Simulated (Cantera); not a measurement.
Charge: 1 mol Si, a varied amount of Cl₂, 10 mol H₂, equilibrated at 1423.15 K and 9.70 bar.

Cantera equilibrium calculation (NASA polynomials, part measured and part estimated; ideal gas, pure solids and liquids). Candidate condensed phases: Si; 19 gas species. The tables' values for SiCl₃ are old estimates; treat these amounts as uncertain. Kinetics and transport are ignored.

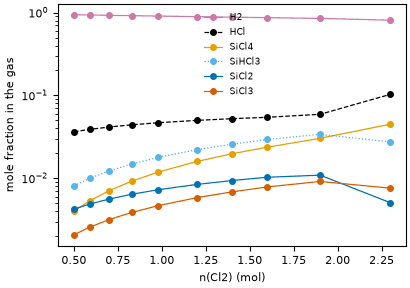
Figure: Equilibrium gas composition (values under 1e-9 drawn at 1e-9)

From 0.5 mol Cl₂ to 1.6 mol Cl₂ the condensed part is Si(s). From 1.9 mol Cl₂ to 2.3 mol Cl₂ nothing is condensed. The main Si-bearing gas is SiHCl₃ at 0.5 mol Cl₂ and SiCl₄ at 2.3 mol Cl₂.
